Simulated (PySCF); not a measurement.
# C4H12N2Si3 (SMILES N#CCC[SiH2]N1[SiH2]C[SiH2]1): what the fields show

The calculation's input:

```
{"job": {"kind": "nmr", "xc": "PBE0", "basis": "pcSseg-1"}, "charge": 0, "multiplicity": 1}
N      4.869499     1.592825    -0.208028
C      4.121436     0.742090    -0.049301
C      3.143996    -0.296941     0.142201
C      1.726513     0.269918     0.049489
Si     0.416341    -1.089690     0.243353
N     -1.129222    -0.342160     0.150403
Si    -1.646116     1.342836     0.099125
C     -3.429959     0.658501     0.037140
Si    -2.714495    -1.109617     0.113220
H      3.296761    -1.063387    -0.622430
H      3.308518    -0.755498     1.120898
H      1.604516     0.772250    -0.910961
H      1.592481     1.033851     0.816279
H      0.564926    -2.076898    -0.836339
H      0.590934    -1.766136     1.539410
H     -1.172062     2.028688    -1.102374
H     -1.273055     2.068552     1.313741
H     -3.979625     0.894063    -0.868684
H     -4.063636     0.938037     0.872788
H     -2.873953    -1.943850    -1.076559
H     -2.962718    -1.880490     1.330861
```

Command:

```sh
OMP_NUM_THREADS=1 python probes_run.py task.json out
```

Geometry: GFN2-xTB.

Method: PBE0/pcSseg-1, SCF density, gas phase, non-relativistic in PySCF.

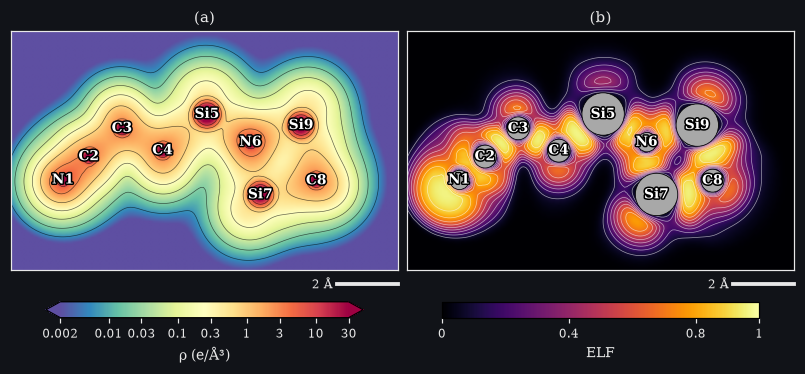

Figure 1. (a) total electron density; (b) ELF on the plane of atoms C4, Si5 and N6. Grey discs cover the atomic cores in the ELF map.

Q: Describe what can be read from this map.

A: Atoms in the plane: N, C and Si. C–N (1.14 Å): ρ is about 3.6 e/Å³ halfway; the ELF peaks at about 0.85 between the atoms: a multiple bond. C–C (1.44 Å): ρ at the midpoint is about 1.9 e/Å³; the ELF peaks at about 0.95 between the atoms: a covalent bond. Si–N (1.72 Å): ρ is about 1.1 e/Å³ halfway; the ELF peaks at about 0.90 between the atoms, as expected for a polar covalent bond. C–Si (1.90 Å): ρ at the midpoint is about 0.93 e/Å³; the ELF peaks at about 0.95 between the atoms; localised, covalent bonding. C–C (1.53 Å): ρ at the midpoint is about 1.6 e/Å³; the ELF peaks at about 0.95 between the atoms, as expected for a covalent bond. The ELF also peaks beside N1, away from the bonds: lone-pair regions.

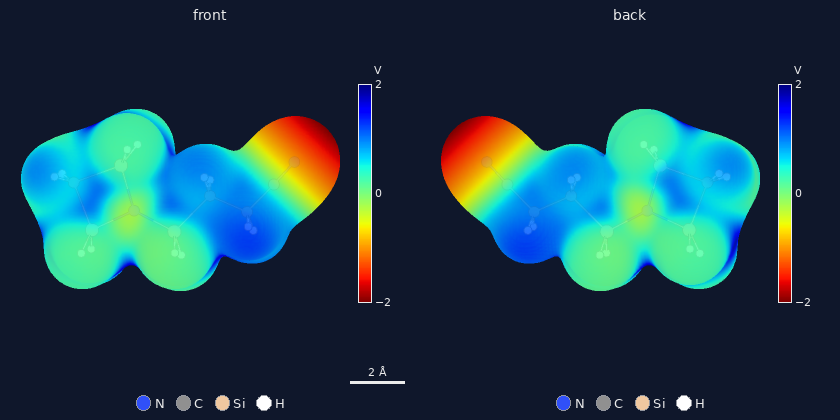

Figure 2. The electrostatic potential painted on the density surface at 0.002 e/bohr³, seen from the front and from behind; red is negative and blue positive.

Q: Which sites attract a positive test charge, and which a negative one?

A: A positive charge is drawn to the negative regions and a negative charge to the positive ones. The most negative region (about −1.9 V) lies over N1, the most positive (about +1.8 V) over Si5, Si7 and Si9. N1 is the likeliest acceptor of a hydrogen bond.

Q: What dipole moment does the calculation give?

A: Its dipole moment is 4.46 D.
